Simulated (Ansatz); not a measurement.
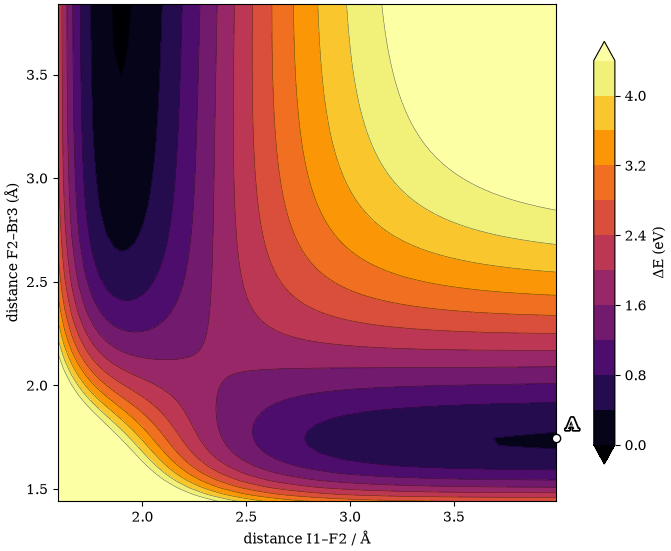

The system I⁻ + FBr. First axis: distance I1–F2. Second axis: distance F2–Br3. Nothing is relaxed (the angle I1–F2–Br3 is fixed at 140 degrees). Grid: 14 × 14 points. Points are written as (first, second). Energies are in eV, from the lowest grid point. The reference is spin-restricted, so regions where a bond is pulled apart into radicals lie too high. Level of theory: RHF/def2-SVPD (Ansatz).

Drawn: filled contours, one colour for all values above the top of the scale, the point A. Between grid points the surface is interpolated.

> Find the lowest path from A to the other arm of the map, and its barrier.

The easiest path runs from the side where the first distance is long, about (3.99 Å, 1.74 Å), to the side where the second distance is long, about (1.90 Å, 3.84 Å). Its highest point, at about (2.36 Å, 2.07 Å), lies about 1.3 eV above the start and 1.7 eV above the end on the interpolated surface. An end on the edge of the scan is no minimum, so the barrier from there is a lower bound.

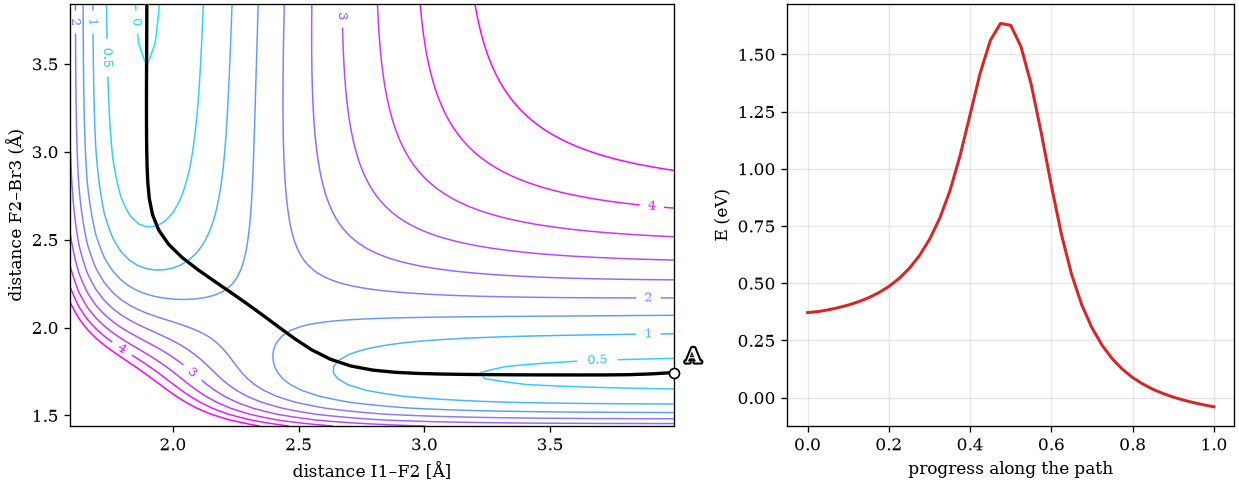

In the figure: contour lines labelled in eV (none above 4.5), a line along the lowest path, the energy along the path at the right. Between grid points the surface is interpolated.
